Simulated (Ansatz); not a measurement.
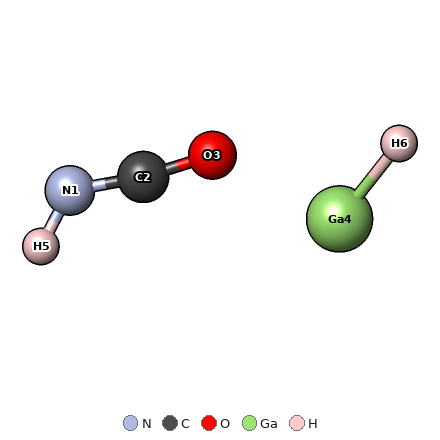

The system is CH₂GaNO; the picture shows the reference structure. 
- Coordinates scanned: (1) bond length N1–H5; (2) angle C2–N1–H5.
- Nothing is relaxed (all other coordinates rigid).
- The grid has 9 × 9 points.
- Points are written as (first, second).
- Energies: kJ/mol, counted from the relaxed molecule at the same level.
- The reference is spin-restricted, which grows unreliable where a bond is stretched far.
- The calculation used Ansatz 0.2.0, RKS PBE0-D4/def2-TZVP.

Its coordinates:

```yaml
atoms:
  - { symbol: N, position_ang: [1.1361, -1.5327, -0.8935] }
  - { symbol: C, position_ang: [0.4957, -0.8975, -0.1002] }
  - { symbol: O, position_ang: [-0.2188, -0.3876, 0.6674] }
  - { symbol: Ga, position_ang: [-1.1654, 2.1632, 0.1637] }
  - { symbol: H, position_ang: [2.0102, -1.2799, -1.3176] }
  - { symbol: H, position_ang: [-2.2157, 1.8705, 1.4340] }
```

Range: bond length N1–H5 from 0.823 to 1.506 Å; angle C2–N1–H5 from 92.6 to 162.6°.

> What landscape does the calculation give?

The lowest grid point is at (0.994 Å, 127.6°), 0.23 kJ/mol from the relaxed molecule at the same level. No other kind of well shows on this grid. The highest grid point, (1.506 Å, 162.6°), lies 295 kJ/mol above the lowest.

| angle C2–N1–H5 ↓, bond length N1–H5 → | 0.823 | 0.909 | 0.994 | 1.079 | 1.165 | 1.250 | 1.335 | 1.421 | 1.506 |
| --- | --- | --- | --- | --- | --- | --- | --- | --- | --- |
| 162.6 | 127 | 45 | 25 | 42 | 80 | 129 | 183 | 240 | 295 |
| 153.8 | 121 | 38 | 17 | 33 | 70 | 118 | 171 | 227 | 280 |
| 145.1 | 115 | 31 | 9 | 24 | 59 | 106 | 158 | 212 | 264 |
| 136.3 | 112 | 26 | 3 | 16 | 50 | 95 | 145 | 197 | 248 |
| 127.6 | 113 | 25 | 0 | 11 | 43 | 87 | 135 | 186 | 235 |
| 118.8 | 122 | 31 | 4 | 13 | 42 | 84 | 130 | 179 | 226 |
| 110.1 | 138 | 45 | 15 | 21 | 48 | 87 | 131 | 178 | 224 |
| 101.3 | 164 | 68 | 34 | 36 | 61 | 96 | 138 | 183 | 227 |
| 92.6 | 198 | 97 | 59 | 57 | 78 | 110 | 148 | 190 | 232 |

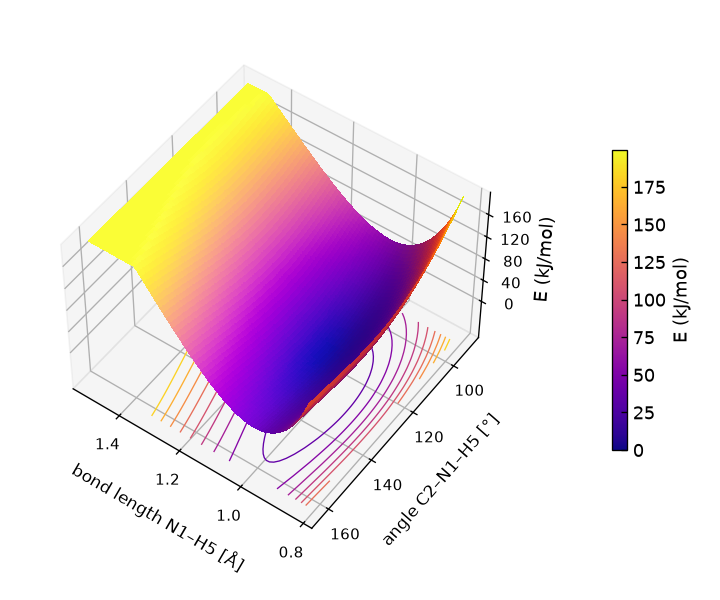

Drawn: a relief with its contours projected below, any walls above the top of the colour scale cut off. Between grid points the surface is interpolated.

Each point was launched as `ansatz run input.yaml --threads 1 --pin off --max-ram 2560MiB --backend cpu --events-out ev --progress --plain --runs-dir out`. Time for the 81 points that were run: 10 min on 1 thread of Arm Neoverse V2 (shared host).
